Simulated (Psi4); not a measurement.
## CSe: single-point calculation (part 2 of 2)

CSe, SMILES [C][Se]; CCSD(T)/def2-SVPD, RHF (Psi4 1.11). The geometry comes from this level: GFN2-xTB.

Geometry of the input (Å):
```
C  0.0000  0.0000  0.0000
Se 0.0000  0.0000  1.6543
```

### Log, continued
```
 ------------------------------------------------------------------------------------

	total time  =          2 seconds =       0.03 minutes
 MINTS: Wrapper to libmints.

   Calculation information:
      Number of threads:                 1
      Number of atoms:                   2
      Number of AO shells:              23
      Number of SO shells:              23
      Number of primitives:             47
      Number of atomic orbitals:        67
      Number of basis functions:        61

      Number of irreps:                  1
      Integral cutoff                 1.00e-12
      Number of functions per irrep: [  61 ]

 OEINTS: Overlap, kinetic, potential, dipole, and quadrupole integrals
         stored in file 35.

      Computing two-electron integrals...done
      Computed 367398 non-zero two-electron integrals.
        Stored in file 33.

	Wfn Parameters:
	--------------------
	Wavefunction         = CCSD_T
	Number of irreps     = 1
	Number of MOs        = 61
	Number of active MOs = 51
	AO-Basis             = NONE
	Semicanonical        = false
	Reference            = RHF
	Print Level          = 1

	IRREP	# MOs	# FZDC	# DOCC	# SOCC	# VIRT	# FZVR
	-----	-----	------	------	------	------	------
	 A	   61	    10	    10	    0	    41	    0
	Transforming integrals...
	IWL integrals will be deleted.
	(OO|OO)...
	Presorting SO-basis two-electron integrals.
	Sorting File: SO Ints (nn|nn) nbuckets = 1
	Constructing frozen core operators
	Starting first half-transformation.
	Sorting half-transformed integrals.
	First half integral transformation complete.
	Starting second half-transformation.
	Two-electron integral transformation complete.
	(OO|OV)...
	Starting second half-transformation.
	Two-electron integral transformation complete.
	(OO|VV)...
	Starting second half-transformation.
	Two-electron integral transformation complete.
	(OV|OO)...
	Starting first half-transformation.
	Sorting half-transformed integrals.
	First half integral transformation complete.
	Starting second half-transformation.
	Two-electron integral transformation complete.
	(OV|OV)...
	Starting second half-transformation.
	Two-electron integral transformation complete.
	(OV|VV)...
	Starting second half-transformation.
	Two-electron integral transformation complete.
	(VV|OO)...
	Starting first half-transformation.
	Sorting half-transformed integrals.
	First half integral transformation complete.
	Starting second half-transformation.
	Two-electron integral transformation complete.
	(VV|OV)...
	Starting second half-transformation.
	Two-electron integral transformation complete.
	(VV|VV)...
	Starting second half-transformation.
	Two-electron integral transformation complete.
	Frozen core energy     =  -2343.39868596502765

	Size of irrep 0 of <ab|cd> integrals:      2.826 (MW) /     22.606 (MB)
	Total:                                     2.826 (MW) /     22.606 (MB)

	Size of irrep 0 of <ia|bc> integrals:      0.689 (MW) /      5.514 (MB)
	Total:                                     0.689 (MW) /      5.514 (MB)

	Size of irrep 0 of tijab amplitudes:       0.168 (MW) /      1.345 (MB)
	Total:                                     0.168 (MW) /      1.345 (MB)

	Nuclear Rep. energy          =     65.25706417170215
	SCF energy                   =  -2437.28522530812097
	One-electron energy          =   -285.53782437039683
	Two-electron energy          =    126.39422085560308
	Reference energy             =  -2437.28522530811915

	total time  =          1 seconds =       0.02 minutes
            **************************
            *                        *
            *        CCENERGY        *
            *                        *
            **************************

    Nuclear Rep. energy (wfn)     =   65.257064171702154
    SCF energy          (wfn)     = -2437.285225308120971
    Reference energy    (file100) = -2437.285225308119152

    Input parameters:
    -----------------
    Wave function   =     CCSD_T
    Reference wfn   =     RHF
    Brueckner       =     No
    Memory (Mbytes) =     1600.0
    Maxiter         =     50
    R_Convergence   =     1.0e-07
    E_Convergence   =     1.0e-06
    Restart         =     Yes
    DIIS            =     Yes
    AO Basis        =     NONE
    ABCD            =     NEW
    Cache Level     =     2
    Cache Type      =     LOW
    Print Level     =     1
    Num. of threads =     1
    # Amps to Print =     10
    Print MP2 Amps? =     No
    Analyze T2 Amps =     No
    Print Pair Ener =     No
    Local CC        =     No
    SCS-MP2         =     False
    SCSN-MP2        =     False
    SCS-CCSD        =     False

MP2 correlation energy -0.3616319845317822
                Solving CC Amplitude Equations
                ------------------------------
  Iter             Energy              RMS        T1Diag      D1Diag    New D1Diag    D2Diag
  ----     ---------------------    ---------   ----------  ----------  ----------   --------
     0        -0.361631984531782    0.000e+00    0.000000    0.000000    0.000000    0.170627
     1        -0.345853790040765    9.866e-02    0.017538    0.051801    0.051801    0.163384
     2        -0.360799101481358    4.363e-02    0.015908    0.044654    0.044654    0.177101
     3        -0.365561718362805    1.953e-02    0.020265    0.057203    0.057203    0.184647
     4        -0.365192904857654    5.407e-03    0.021322    0.059423    0.059423    0.187023
     5        -0.365360296849964    2.257e-03    0.021877    0.060806    0.060806    0.188070
     6        -0.365381125620344    5.521e-04    0.021992    0.061071    0.061071    0.188058
     7        -0.365367877276328    1.537e-04    0.022007    0.061108    0.061108    0.188011
     8        -0.365370074234285    4.964e-05    0.022013    0.061118    0.061118    0.188004
     9        -0.365370046744611    1.769e-05    0.022015    0.061122    0.061122    0.188001
    10        -0.365369142562819    5.972e-06    0.022015    0.061122    0.061122    0.188000
    11        -0.365369492768885    2.210e-06    0.022015    0.061121    0.061121    0.188000
    12        -0.365369363590648    8.784e-07    0.022015    0.061122    0.061122    0.187999
    13        -0.365369356026972    2.926e-07    0.022015    0.061121    0.061121    0.187999
    14        -0.365369369815898    8.104e-08    0.022015    0.061121    0.061121    0.187999

    Iterations converged.

    Largest TIA Amplitudes:
              9   1         0.0493762270
              8   0         0.0493762269
              7   6         0.0287058034
              9  11         0.0249510105
              8  10         0.0249510105
              8  23         0.0236949848
              9  24         0.0236949848
              7  17         0.0219659188
              7   2         0.0128693988
              6  17         0.0103393924

    Largest TIjAb Amplitudes:
      8   8   0   0        -0.0955462383
      9   9   1   1        -0.0955462383
      8   9   0   1        -0.0599559602
      9   8   1   0        -0.0599559602
      7   7   1   1        -0.0479064442
      7   7   0   0        -0.0479064442
      6   6   1   1        -0.0419641238
      6   6   0   0        -0.0419641238
      8   8   0  10        -0.0284466318
      8   8  10   0        -0.0284466318

    SCF energy       (wfn)                    = -2437.285225308120971
    Reference energy (file100)                = -2437.285225308119152

    Opposite-spin MP2 correlation energy      =   -0.253161707600844
    Same-spin MP2 correlation energy          =   -0.108470276930938
    Singles MP2 correlation energy            =   -0.000000000000000
    MP2 correlation energy                    =   -0.361631984531782
      * MP2 total energy                      = -2437.646857292651021

    Opposite-spin CCSD correlation energy     =   -0.270739466910419
    Same-spin CCSD correlation energy         =   -0.094629902905478
    Singles CCSD correlation energy           =    0.000000000000000
    CCSD correlation energy                   =   -0.365369369815898
      * CCSD total energy                     = -2437.650594677935260

            **************************
            *                        *
            *        CCTRIPLES       *
            *                        *
            **************************

    Wave function   =    CCSD_T
    Reference wfn   =      RHF

    Nuclear Rep. energy (wfn)                =   65.257064171702154
    SCF energy          (wfn)                = -2437.285225308120971
    Reference energy    (file100)            = -2437.285225308119152
    CCSD energy         (file100)            =   -0.365369369815898
    Total CCSD energy   (file100)            = -2437.650594677935260

    Number of ijk index combinations:              220
    Approx. words needed per explicit thread:          275684
    Number of threads for explicit ijk threading:    1

    MKL num_threads set to 1 for explicit threading.

    (T) energy                                =   -0.019073358421609
      * CCSD(T) total energy                  = -2437.669668036356597

  Variable Map:
  ----------------------------------------------------------------------------
  "(T) CORRECTION ENERGY"                 =>      -0.019073358422
  "CC D1 DIAGNOSTIC"                      =>       0.061121361953
  "CC D2 DIAGNOSTIC"                      =>       0.187999497214
  "CC NEW D1 DIAGNOSTIC"                  =>       0.061121361953
  "CC T1 DIAGNOSTIC"                      =>       0.022015074197
  "CCSD CORRELATION ENERGY"               =>      -0.365369369816
  "CCSD DOUBLES ENERGY"                   =>      -0.365369369816
  "CCSD ITERATIONS"                       =>      14.000000000000
  "CCSD OPPOSITE-SPIN CORRELATION ENERGY" =>      -0.270739466910
  "CCSD SAME-SPIN CORRELATION ENERGY"     =>      -0.094629902905
  "CCSD SINGLES ENERGY"                   =>       0.000000000000
  "CCSD TOTAL ENERGY"                     =>   -2437.650594677935
  "CCSD(T) CORRELATION ENERGY"            =>      -0.384442728238
  "CCSD(T) TOTAL ENERGY"                  =>   -2437.669668036357
  "CURRENT CORRELATION ENERGY"            =>      -0.384442728238
  "CURRENT ENERGY"                        =>   -2437.669668036357
  "CURRENT REFERENCE ENERGY"              =>   -2437.285225308121
  "DD SOLVATION ENERGY"                   =>       0.000000000000
  "HF KINETIC ENERGY"                     =>    2437.112214355034
  "HF POTENTIAL ENERGY"                   =>   -4874.397439663155
  "HF TOTAL ENERGY"                       =>   -2437.285225308121
  "HF VIRIAL RATIO"                       =>       2.000070990146
  "MP2 CORRELATION ENERGY"                =>      -0.361631984532
  "MP2 DOUBLES ENERGY"                    =>      -0.361631984532
  "MP2 OPPOSITE-SPIN CORRELATION ENERGY"  =>      -0.253161707601
  "MP2 SAME-SPIN CORRELATION ENERGY"      =>      -0.108470276931
  "MP2 SINGLES ENERGY"                    =>      -0.000000000000
  "MP2 TOTAL ENERGY"                      =>   -2437.646857292651
  "NUCLEAR REPULSION ENERGY"              =>      65.257064171702
  "ONE-ELECTRON ENERGY"                   =>   -3522.962741592870
  "PCM POLARIZATION ENERGY"               =>       0.000000000000
  "PE ENERGY"                             =>       0.000000000000
  "SCF ITERATION ENERGY"                  =>   -2437.285225308121
  "SCF ITERATIONS"                        =>       8.000000000000
  "SCF TOTAL ENERGY"                      =>   -2437.285225308121
  "TWO-ELECTRON ENERGY"                   =>    1020.420452113048

  Array Variable Map:
  ----------------------------------------------------------------------------
  "CURRENT DIPOLE"                        =>      -0.000000000001 ... 0.765428413530 1 by 3
  "SCF DIPOLE"                            =>      -0.000000000001 ... 0.765428413530 1 by 3
  "SCF TOTAL ENERGIES"                    =>   -2437.281986627304 ... -2437.285225308121 1 by 9

    Psi4 run time: 0:00:09.70
```

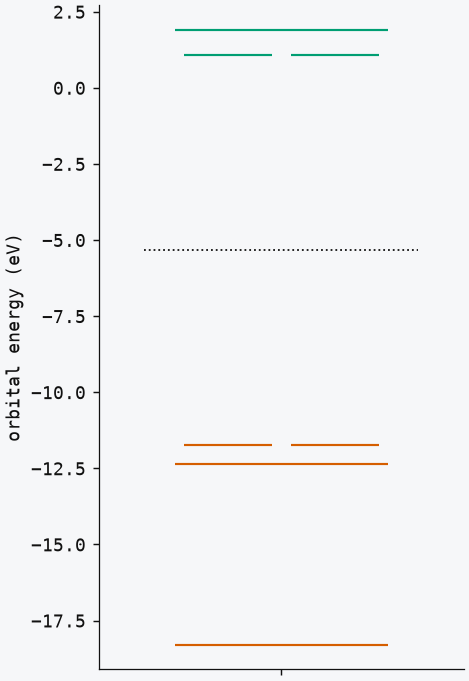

Fig. 1: Orbital energies near the frontier (SCF reference); the dotted line parts filled from empty levels, and levels within 0.02 eV of each other stand side by side. Highest filled −11.74 eV, lowest empty 1.07 eV, 12.81 eV apart.

### Summary

| quantity | value |
| --- | --- |
| outcome | converged |
| total energy | −2437.669668 hartree |
| SCF energy | −2437.285225 hartree |
| MP2 energy | −2437.646857 hartree |
| CCSD energy | −2437.650595 hartree |
| correlation energy | −0.384443 hartree |
| (T) correction | −0.019073 hartree |
| basis functions | 61 |
| T1 diagnostic | 0.022 |
| HOMO of the SCF reference | −11.74 eV |
| LUMO of the SCF reference | 1.07 eV |
| hardware | 1 thread of Intel Xeon @ 2.50GHz (Skylake/Cascade Lake), 12 GiB of memory available, shared host |
| wall time | 11 s |
| peak memory | 0.28 GiB |

### Remarks

The record of the run, not the program, notes: large T1.
